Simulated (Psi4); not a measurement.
# H2S2 (SMILES SS) at CCSD/def2-TZVPP

What is the vertical ionisation energy of H2S2 at CCSD/def2-TZVPP? 

The calculation is run with Psi4 1.11.

1 further run of the same task is left out (set aside as unsound or not needed).

**1. Starting point**

H2S2: 4 atoms, total charge 0, spin state singlet. SMILES: `SS`. The shape is that of a PBE0-D4/def2-TZVP optimisation.

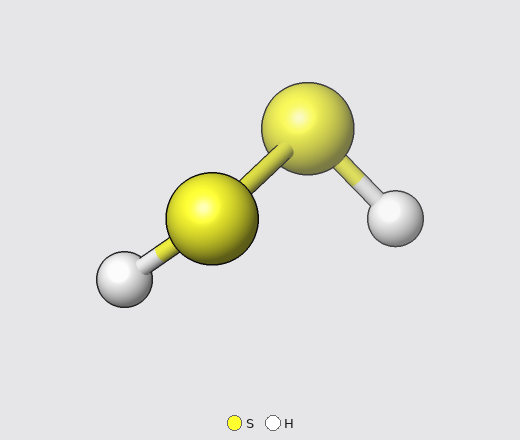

Viewed from a chosen angle; sulfur yellow, hydrogen white.

**2. The energy at CCSD/def2-TZVPP**

Input file h2s2.xyz:

```xyz
4
H2S2
S      0.784480    -0.789210     0.166690
S      0.060220     1.121560     0.067360
H     -0.225420    -1.352590     0.856880
H     -0.619290     1.020250    -1.090950
```

Input file calc.py:

```python
import psi4

psi4.set_memory('1600 MB')
psi4.set_num_threads(1)
psi4.set_output_file('output.dat', False)

with open('h2s2.xyz') as f:
    atoms = ''.join(f.readlines()[2:])
molecule = psi4.geometry('0 1\n' + atoms + 'symmetry c1\nno_reorient\nno_com')

psi4.set_options({
    'basis': 'def2-TZVPP',
    'puream': True,
    'e_convergence': 1e-09,
    'd_convergence': 1e-08,
    'scf_type': 'pk',
    'num_frozen_docc': 10,
})

E, wfn = psi4.energy('ccsd', molecule=molecule, return_wfn=True)
print('E =', round(E, 9))
for k, v in sorted(psi4.core.scalar_variables().items()):
    print(f'{k:45s} {v:18.10f}')
```

Command:

```
$ python calc.py
```

output.dat:

```text
[...]
  Running in c1 symmetry.
[...]
  Nuclear repulsion =   85.443143382187571
[...]
  Multiplicity = 1
[...]
  Nalpha       = 17
  Nbeta        = 17
[...]
    Number of basis functions: 112
[...]
   @RHF iter   1:  -796.21154147168977   -2.48365e-01   2.62936e-03 ADIIS/DIIS
[...]
   @RHF iter  12:  -796.25025094063585   -2.61480e-12   2.63338e-09 DIIS
[...]
    Orbital Energies [Eh]
    ---------------------
    Doubly Occupied:
       1A    -91.985088     2A    -91.985085     3A     -8.988142
       4A     -8.987944     5A     -6.669394     6A     -6.669073
       7A     -6.668355     8A     -6.668225     9A     -6.667470
      10A     -6.667470    11A     -1.059249    12A     -0.882861
      13A     -0.599084    14A     -0.550823    15A     -0.480225
      16A     -0.383752    17A     -0.381527
[...]
  @RHF Final Energy:  -796.25025094063585
   => Energetics <=
    Nuclear Repulsion Energy =             85.4431433821875714
    One-Electron Energy =               -1270.7992529318883044
    Two-Electron Energy =                 389.1058586090649669
    Total Energy =                       -796.2502509406357376
[...]
 Multipole Moments:
 ------------------------------------------------------------------------------------
     Multipole            Electronic (a.u.)      Nuclear  (a.u.)        Total (a.u.)
 ------------------------------------------------------------------------------------
 L = 1.  Multiply by 2.5417464519 to convert [e a0] to [Debye]
 Dipole X            :        -24.4027199           23.9437560           -0.4589639
 Dipole Y            :         -9.6013539            9.4207761           -0.1805778
 Dipole Z            :         -6.7614909            6.6343182           -0.1271727
 Magnitude           :                                                    0.5093418
[...]
      * MP2 total energy                      = -796.607652126595553
[...]
      * CCSD total energy                     = -796.644626601452387
```

Standard output:

```text
E = -796.644626601
CC D1 DIAGNOSTIC                                    0.0233867591
CC D2 DIAGNOSTIC                                    0.1709780290
CC NEW D1 DIAGNOSTIC                                0.0233867591
CC T1 DIAGNOSTIC                                    0.0109204299
CCSD CORRELATION ENERGY                            -0.3943756608
CCSD DOUBLES ENERGY                                -0.3943756608
CCSD ITERATIONS                                    16.0000000000
CCSD OPPOSITE-SPIN CORRELATION ENERGY              -0.3165513720
CCSD SAME-SPIN CORRELATION ENERGY                  -0.0778242888
CCSD SINGLES ENERGY                                 0.0000000000
CCSD TOTAL ENERGY                                -796.6446266015
CURRENT CORRELATION ENERGY                         -0.3943756608
CURRENT ENERGY                                   -796.6446266015
CURRENT REFERENCE ENERGY                         -796.2502509406
DD SOLVATION ENERGY                                 0.0000000000
HF KINETIC ENERGY                                 796.2405979613
HF POTENTIAL ENERGY                             -1592.4908489020
HF TOTAL ENERGY                                  -796.2502509406
HF VIRIAL RATIO                                     2.0000121232
MP2 CORRELATION ENERGY                             -0.3574011860
MP2 DOUBLES ENERGY                                 -0.3574011860
MP2 OPPOSITE-SPIN CORRELATION ENERGY               -0.2761190184
MP2 SAME-SPIN CORRELATION ENERGY                   -0.0812821676
MP2 SINGLES ENERGY                                 -0.0000000000
MP2 TOTAL ENERGY                                 -796.6076521266
NUCLEAR REPULSION ENERGY                           85.4431433822
ONE-ELECTRON ENERGY                             -1270.7992529319
PCM POLARIZATION ENERGY                             0.0000000000
PE ENERGY                                           0.0000000000
SCF ITERATION ENERGY                             -796.2502509406
SCF ITERATIONS                                     12.0000000000
SCF TOTAL ENERGY                                 -796.2502509406
TWO-ELECTRON ENERGY                               389.1058586091
```

It took 45 s on 1 thread of AMD EPYC 7R43 (Zen 3), shared host; peak memory 1.4 GiB.

**3. The doublet cation**

Input file calc.inp:

```
memory 1600 MB

molecule {
  1 2
  S
  S 1 r2
  H 1 r3 2 a3
  H 2 r4 1 a4 3 d4

  r2 = 2.04584
  r3 = 1.346721
  a3 = 98.63407
  r4 = 1.346729
  a4 = 98.63403
  d4 = -90.49341
  symmetry c1
  no_reorient
  no_com
}

set reference uhf
set puream true
set e_convergence 1e-09
set d_convergence 1e-08
set scf_type pk
set num_frozen_docc 10
set maxiter 100

E, wfn = energy("ccsd/def2-TZVPP", return_wfn=True)
```

Command:

```
$ psi4 -i calc.inp -o calc.out -n 1
```

calc.out:

```text
[...]
  Running in c1 symmetry.
[...]
  Nuclear repulsion =   85.443141699956286
[...]
  Multiplicity = 2
[...]
  Nalpha       = 17
  Nbeta        = 16
[...]
    Number of basis functions: 112
[...]
   @UHF iter   1:  -795.84169642825884    1.21484e-01   2.73384e-03 DIIS/ADIIS
[...]
   @UHF iter  21:  -795.90524558592574   -1.35287e-11   7.55413e-09 DIIS
[...]
   @S^2 Observed:                8.135355399E-01
[...]
    Orbital Energies [Eh]
    ---------------------
    Alpha Occupied:
       1A    -92.293496     2A    -92.293493     3A     -9.293416
       4A     -9.293214     5A     -6.983543     6A     -6.983465
       7A     -6.971309     8A     -6.971251     9A     -6.969932
      10A     -6.969618    11A     -1.357449    12A     -1.182398
      13A     -0.876113    14A     -0.841394    15A     -0.757947
      16A     -0.700057    17A     -0.676173
    Alpha Virtual:
      18A     -0.148653    19A     -0.091304    20A     -0.080709
      21A      0.069761    22A      0.097214    23A      0.103126
      24A      0.126198    25A      0.154330    26A      0.155290
[...]
  @UHF Final Energy:  -795.90524558592574
   => Energetics <=
    Nuclear Repulsion Energy =             85.4431416999562856
    One-Electron Energy =               -1260.9125512088485266
    Two-Electron Energy =                 379.5641639229665998
    Total Energy =                       -795.9052455859257407
  UHF NO Occupations:
  HONO-2 :   15  A 1.9965312
  HONO-1 :   16  A 1.9739653
[...]
 Multipole Moments:
 ------------------------------------------------------------------------------------
     Multipole            Electronic (a.u.)      Nuclear  (a.u.)        Total (a.u.)
 ------------------------------------------------------------------------------------
 L = 1.  Multiply by 2.5417464519 to convert [e a0] to [Debye]
 Dipole X            :         -0.6552447            1.2089474            0.5537027
 Dipole Y            :         -0.6496228            1.1985737            0.5489509
 Dipole Z            :          0.0000012            0.0000002            0.0000014
 Magnitude           :                                                    0.7797011
[...]
      * MP2 total energy                      = -796.236234793839913
[...]
      * CCSD total energy                     = -796.276912850263329
[...]
```

It took 2.3 min on 1 thread of AMD EPYC 7R43 (Zen 3), shared host; peak memory 1.5 GiB.

**4. Summary of results**

Level: CCSD/def2-TZVPP, 10 core orbitals frozen.

| quantity | value |
| --- | --- |
| singlet H2S2: total energy | -796.64463 Eh |
| singlet H2S2: HOMO energy (Hartree–Fock orbitals) | -10.38 eV |
| singlet H2S2: LUMO energy (Hartree–Fock orbitals) | 2.87 eV |
| singlet H2S2: HOMO–LUMO gap (Hartree–Fock orbitals) | 13.25 eV |
| singlet H2S2: correlation energy (10 core orbitals frozen) | -394.4 mEh |
| singlet H2S2: T1 diagnostic | 0.011 |
| doublet cation: total energy | -796.27691 Eh |
| doublet cation: HOMO energy (Hartree–Fock orbitals) (highest over α and β) | -16.28 eV |
| doublet cation: LUMO energy (Hartree–Fock orbitals) (lowest over α and β) | -8.40 eV |
| doublet cation: correlation energy (10 core orbitals frozen) | -371.7 mEh |
| doublet cation: ⟨S²⟩ of the reference determinant | 0.814 |
| doublet cation: T1 diagnostic | 0.041 |
| vertical ionisation energy (to the doublet cation) | 10.006 eV |

What this shows: Removing an electron at fixed nuclei costs 10.01 eV (965 kJ/mol).
